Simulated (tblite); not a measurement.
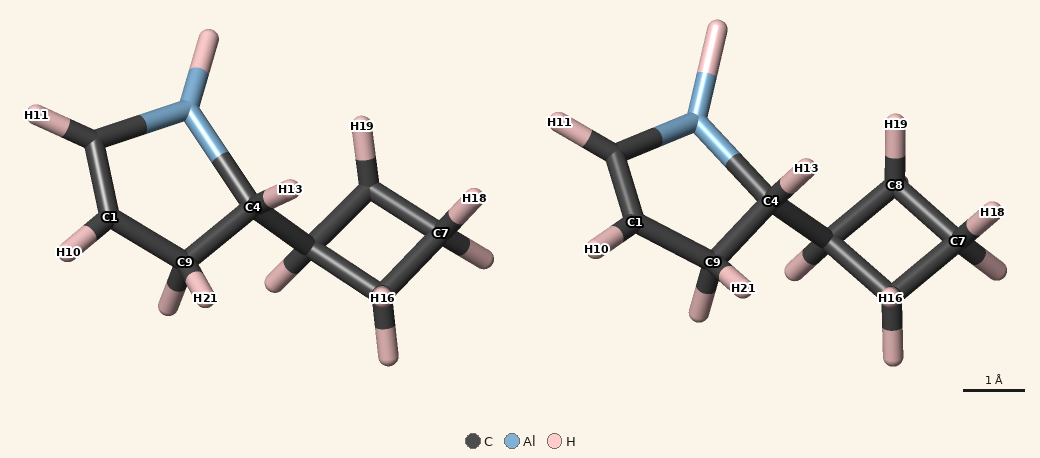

Two geometries of C8H13Al, drawn at one scale. One is the start of a relaxation, the other its converged end. Style: stick. Shown at a tilt.

Method: GFN2-xTB geometry optimisation, gas phase (tblite). 

Which of the two is the end point?

The left one is the relaxed one. Over 105 geometry steps the energy falls by 0.735 eV. The largest move after the best rigid fit is that of the Al atom, 0.44 Å. By element the largest moves are Al 0.44 Å, H 0.38 Å, C 0.27 Å. Among the contacts that change: Al–H 1.596 → 1.545 Å, Al–C 1.925 → 1.962 Å, C–C 1.549 → 1.524 Å, C–C 1.319 → 1.343 Å. Bond angles that change, for instance: Al–C–H 125.3° → 138.1°, C–Al–H 126.0° → 135.4°, Al–C–C 112.0° → 120.8°. Cost: 1 s on 1 thread of Arm Neoverse V1, on a shared host.
